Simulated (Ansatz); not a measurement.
# CH$_{8}$Si$_{2}$: geometry relaxation (part 1 of 2)

- system: CH$_{8}$Si$_{2}$
- method: RHF/def2-SVP (Ansatz 0.2.0)

It belongs to a series of runs on one base structure; here: start relaxed. Figures and captions count atoms from 1; the log counts them from 0 in places.

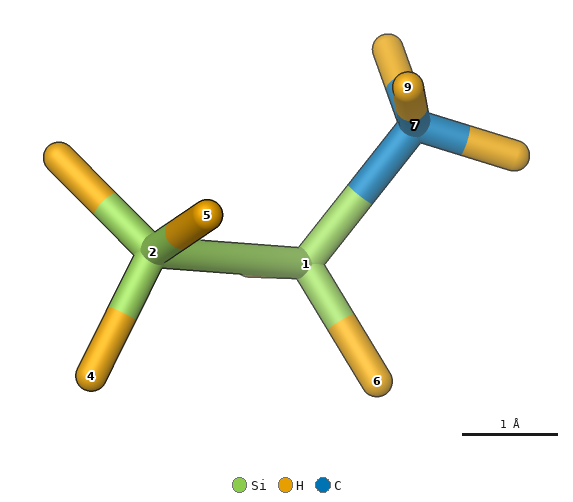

Fig. 1: The input geometry (stick view, seen at a tilt; atoms are numbered from 1 in the order of the input). Bond lengths as drawn: C–H 1.11 Å, C–Si 1.87 Å, H–Si 1.46 Å and Si–Si 2.22 Å.

### Input file
```yaml
crystal:
  periodic: [false, false, false]
  atoms:
    - { symbol: Si, position_ang: [0.0, 0.0, 0.0] }
    - { symbol: Si, position_ang: [0.0, 0.0, 2.22] }
    - { symbol: H, position_ang: [-1.3148, -0.4067, 2.7074] }
    - { symbol: H, position_ang: [1.0096, -0.9353, 2.7074] }
    - { symbol: H, position_ang: [0.3052, 1.342, 2.7074] }
    - { symbol: H, position_ang: [1.3768, 0.0, -0.4862] }
    - { symbol: C, position_ang: [-0.8808, 1.5259, -0.6227] }
    - { symbol: H, position_ang: [-1.9334, 1.2723, -0.8671] }
    - { symbol: H, position_ang: [-0.8624, 2.3106, 0.1622] }
    - { symbol: H, position_ang: [-0.3704, 1.9025, -1.5336] }
    - { symbol: H, position_ang: [-0.6877, -1.1914, -0.4862] }
basis:
  gaussian: { orbitals: def2-SVP }
hamiltonian:
  xc: hf
relax:
  f_tol: 0.02
  max_steps: 40
```

Run as:
```bash
ansatz run input.yaml --threads 1 --pin off --max-ram 2048MiB --backend cpu --events-out ev --progress --plain --runs-dir out
```

### Log
```
The last accepted step is kept in [file] (removed where the run ends without a failure and the disk answers)
Engine: ansatz 0.2.0, aarch64-unknown-linux-gnu
Functional definition: HF
  exchange = exact_x
  correlation = 0
944 factors; integrals over basis functions are off by at most 5.6e-4 eV
mean field evaluation 1: about -16873.7058 eV, gradient 2.2e1 eV
mean field evaluation 2: about -16873.7243 eV, gradient 2.2e1 eV
mean field evaluation 4: about -16875.5212 eV, gradient 2.6e0 eV
mean field evaluation 8: about -16875.5510 eV, gradient 3.9e-4 eV
mean field -16875.55097396 eV, -620.1650596338 hartree, gradient 8.7e-6 eV, S^2 0.000000; 0 other end points of the search recorded, 0 dependent functions left out
the calculation of the forces begins
reference -16875.55097396 eV, -620.1650596338 hartree; 21, 21 occupied and 69, 69 virtual orbitals, 944 factors
relax step   1: F+E_penalty+E_count = -16875.55097396 eV  Δ(F+E_penalty+E_count) = +0.000e0 eV  max|allowed force component| = 1.487e0 eV/Å  Δτ_max = 0.0000 Å  (29 SCF iters, accepted)
these checks for a lower state are left out or cut short: starts, cluster_reference, orbital_swaps, neighbouring_geometries, increment
944 factors; integrals over basis functions are off by at most 6.2e-4 eV
mean field evaluation 16: about -16875.8074 eV, gradient 4.3e-4 eV
mean field -16875.80740405 eV, -620.1744832656 hartree, gradient 5.1e-6 eV, S^2 0.000000; 0 other end points of the search recorded, 0 dependent functions left out
the calculation of the forces begins
reference -16875.80740405 eV, -620.1744832656 hartree; 21, 21 occupied and 69, 69 virtual orbitals, 944 factors
relax step   2: F+E_penalty+E_count = -16875.80740405 eV  Δ(F+E_penalty+E_count) = -2.564e-1 eV  max|allowed force component| = 4.567e-1 eV/Å  Δτ_max = 0.1945 Å  (28 SCF iters, accepted)
these checks for a lower state are left out or cut short: starts, cluster_reference, orbital_swaps, neighbouring_geometries, increment
944 factors; integrals over basis functions are off by at most 6.5e-4 eV
mean field -16875.83256332 eV, -620.1754078520 hartree, gradient 2.2e-5 eV, S^2 0.000000; 0 other end points of the search recorded, 0 dependent functions left out
the calculation of the forces begins
reference -16875.83256332 eV, -620.1754078520 hartree; 21, 21 occupied and 69, 69 virtual orbitals, 944 factors
relax step   3: F+E_penalty+E_count = -16875.83256332 eV  Δ(F+E_penalty+E_count) = -2.516e-2 eV  max|allowed force component| = 2.270e-1 eV/Å  Δτ_max = 0.1169 Å  (25 SCF iters, accepted)
these checks for a lower state are left out or cut short: starts, cluster_reference, orbital_swaps, neighbouring_geometries, increment
944 factors; integrals over basis functions are off by at most 6.5e-4 eV
mean field evaluation 32: about -16875.8599 eV, gradient 6.9e-6 eV
mean field -16875.85986067 eV, -620.1764110111 hartree, gradient 6.9e-6 eV, S^2 0.000000; 0 other end points of the search recorded, 0 dependent functions left out
the calculation of the forces begins
reference -16875.85986067 eV, -620.1764110111 hartree; 21, 21 occupied and 69, 69 virtual orbitals, 944 factors
relax step   4: F+E_penalty+E_count = -16875.85986067 eV  Δ(F+E_penalty+E_count) = -2.730e-2 eV  max|allowed force component| = 1.221e-1 eV/Å  Δτ_max = 0.2000 Å  (27 SCF iters, accepted)
these checks for a lower state are left out or cut short: starts, cluster_reference, orbital_swaps, neighbouring_geometries, increment
944 factors; integrals over basis functions are off by at most 6.5e-4 eV
mean field -16875.86790050 eV, -620.1767064694 hartree, gradient 2.4e-5 eV, S^2 0.000000; 0 other end points of the search recorded, 0 dependent functions left out
the calculation of the forces begins
reference -16875.86790050 eV, -620.1767064694 hartree; 21, 21 occupied and 69, 69 virtual orbitals, 944 factors
relax step   5: F+E_penalty+E_count = -16875.86790050 eV  Δ(F+E_penalty+E_count) = -8.040e-3 eV  max|allowed force component| = 3.313e-2 eV/Å  Δτ_max = 0.1140 Å  (27 SCF iters, accepted)
these checks for a lower state are left out or cut short: starts, cluster_reference, orbital_swaps, neighbouring_geometries, increment
944 factors; integrals over basis functions are off by at most 6.4e-4 eV
mean field -16875.85499991 eV, -620.1762323813 hartree, gradient 6.1e-6 eV, S^2 0.000000; 0 other end points of the search recorded, 0 dependent functions left out
the calculation of the forces begins
reference -16875.85499991 eV, -620.1762323813 hartree; 21, 21 occupied and 69, 69 virtual orbitals, 944 factors
relax step   6: F+E_penalty+E_count = -16875.85499991 eV  Δ(F+E_penalty+E_count) = +1.290e-2 eV  max|allowed force component| = 6.064e-1 eV/Å  Δτ_max = 0.1964 Å  (27 SCF iters, rejected (line search))
these checks for a lower state are left out or cut short: starts, cluster_reference, orbital_swaps, neighbouring_geometries, increment
944 factors; integrals over basis functions are off by at most 6.4e-4 eV
mean field -16875.86972018 eV, -620.1767733414 hartree, gradient 2.1e-5 eV, S^2 0.000000; 0 other end points of the search recorded, 0 dependent functions left out
the calculation of the forces begins
reference -16875.86972018 eV, -620.1767733414 hartree; 21, 21 occupied and 69, 69 virtual orbitals, 944 factors
relax step   7: F+E_penalty+E_count = -16875.86972018 eV  Δ(F+E_penalty+E_count) = -1.820e-3 eV  max|allowed force component| = 6.370e-2 eV/Å  Δτ_max = 0.0664 Å  (27 SCF iters, accepted)
these checks for a lower state are left out or cut short: starts, cluster_reference, orbital_swaps, neighbouring_geometries, increment
944 factors; integrals over basis functions are off by at most 6.4e-4 eV
mean field -16875.86946645 eV, -620.1767640168 hartree, gradient 2.1e-5 eV, S^2 0.000000; 0 other end points of the search recorded, 0 dependent functions left out
the calculation of the forces begins
reference -16875.86946645 eV, -620.1767640168 hartree; 21, 21 occupied and 69, 69 virtual orbitals, 944 factors
relax step   8: F+E_penalty+E_count = -16875.86946645 eV  Δ(F+E_penalty+E_count) = +2.537e-4 eV  max|allowed force component| = 9.665e-2 eV/Å  Δτ_max = 0.0558 Å  (27 SCF iters, rejected (line search))
these checks for a lower state are left out or cut short: starts, cluster_reference, orbital_swaps, neighbouring_geometries, increment
944 factors; integrals over basis functions are off by at most 6.4e-4 eV
mean field evaluation 64: about -16875.8703 eV, gradient 5.0e-5 eV
mean field -16875.87033465 eV, -620.1767959227 hartree, gradient 2.1e-5 eV, S^2 0.000000; 0 other end points of the search recorded, 0 dependent functions left out
the calculation of the forces begins
reference -16875.87033465 eV, -620.1767959227 hartree; 21, 21 occupied and 69, 69 virtual orbitals, 944 factors
relax step   9: F+E_penalty+E_count = -16875.87033465 eV  Δ(F+E_penalty+E_count) = -6.145e-4 eV  max|allowed force component| = 2.379e-2 eV/Å  Δτ_max = 0.0273 Å  (28 SCF iters, accepted)
these checks for a lower state are left out or cut short: starts, cluster_reference, orbital_swaps, neighbouring_geometries, increment
944 factors; integrals over basis functions are off by at most 6.4e-4 eV
mean field -16875.87039442 eV, -620.1767981190 hartree, gradient 2.1e-5 eV, S^2 0.000000; 0 other end points of the search recorded, 0 dependent functions left out
the calculation of the forces begins
reference -16875.87039442 eV, -620.1767981190 hartree; 21, 21 occupied and 69, 69 virtual orbitals, 944 factors
relax step  10: F+E_penalty+E_count = -16875.87039442 eV  Δ(F+E_penalty+E_count) = -5.977e-5 eV  max|allowed force component| = 2.530e-2 eV/Å  Δτ_max = 0.0244 Å  (28 SCF iters, accepted)
these checks for a lower state are left out or cut short: starts, cluster_reference, orbital_swaps, neighbouring_geometries, increment
944 factors; integrals over basis functions are off by at most 6.4e-4 eV
mean field -16875.87053430 eV, -620.1768032596 hartree, gradient 1.2e-5 eV, S^2 0.000000; 0 other end points of the search recorded, 0 dependent functions left out
the calculation of the forces begins
reference -16875.87053430 eV, -620.1768032596 hartree; 21, 21 occupied and 69, 69 virtual orbitals, 944 factors
relax step  11: F+E_penalty+E_count = -16875.87053430 eV  Δ(F+E_penalty+E_count) = -1.399e-4 eV  max|allowed force component| = 1.668e-2 eV/Å  Δτ_max = 0.0062 Å  (22 SCF iters, accepted)
```

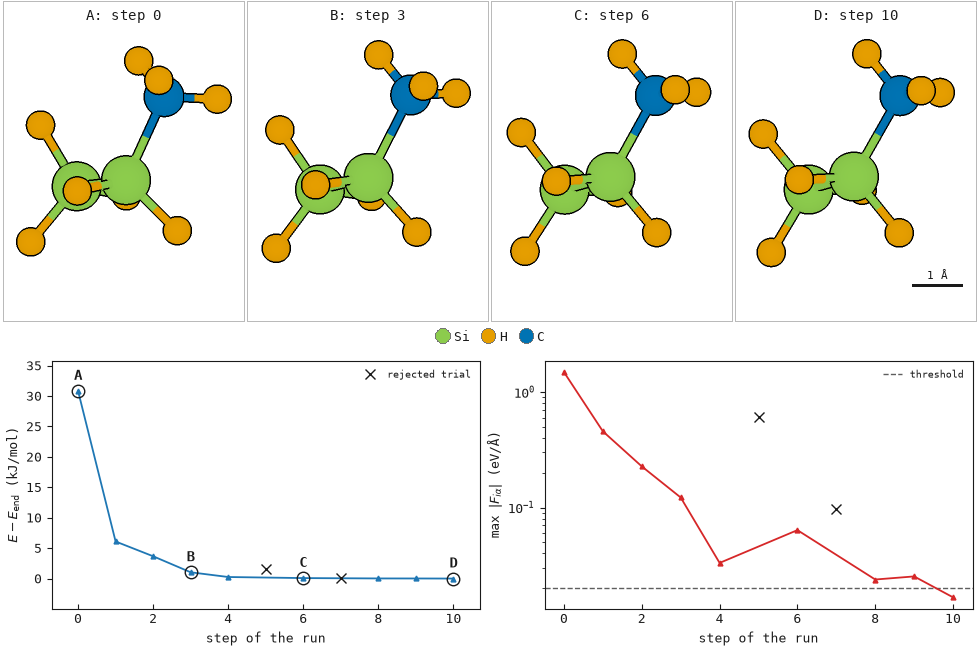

Fig. 2: Frames of the relaxation (ball-and-stick view, seen at a tilt) above the curves, on which the letters mark them (the first geometry is step 0 here and step 1 in the log).

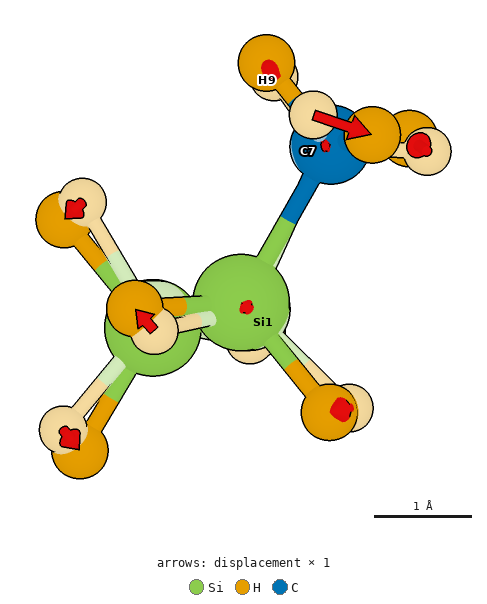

Fig. 3: Start (faint) and end (solid) with the displacements as red arrows, at true length (ball-and-stick view, seen at a tilt). The two geometries are laid on each other by the best rigid fit. After 10 geometry steps the energy has fallen by 30.8 kJ/mol. Largest force component: 1.5 eV/Å at the start, 0.017 eV/Å at the end. The line search rejected the trial steps at points 5, 7 (counted from 0) and went back. H10 moves most after the best rigid fit: 0.65 Å. By element the largest moves are H 0.65 Å, Si 0.14 Å, C 0.09 Å. Distances before and after: Si1–Si2 2.220 → 2.372 Å, Si1–H11 1.459 → 1.487 Å, Si1–C7 1.869 → 1.893 Å, C7–H10 1.110 → 1.093 Å. Among the angles that change: Si2–Si1–C7 109.5° → 111.5°. (Atoms are counted from 1 in the order of the input.)

```
944 factors; integrals over basis functions are off by at most 6.4e-4 eV
mean field -16875.87053430 eV, -620.1768032596 hartree, gradient 1.2e-5 eV, S^2 0.000000; 1 other end points of the search recorded, 0 dependent functions left out
the calculation of the forces begins
reference -16875.87053430 eV, -620.1768032596 hartree; 21, 21 occupied and 69, 69 virtual orbitals, 944 factors
Total energy: -16875.87053430 eV, -620.1768032596 hartree
Atom 0 at     0.098316     0.088595    -0.043342 Å, force    -0.002759     0.004810    -0.007026 eV/Å
Atom 1 at    -0.035719    -0.067617     2.319628 Å, force     0.006393    -0.007273     0.012175 eV/Å
Atom 2 at    -1.439363    -0.310334     2.743700 Å, force     0.007359     0.003638    -0.003177 eV/Å
Atom 3 at     0.807352    -1.183178     2.820207 Å, force    -0.007338     0.007799    -0.000848 eV/Å
Atom 4 at     0.428755     1.194993     2.951855 Å, force    -0.002960    -0.009619    -0.008391 eV/Å
```
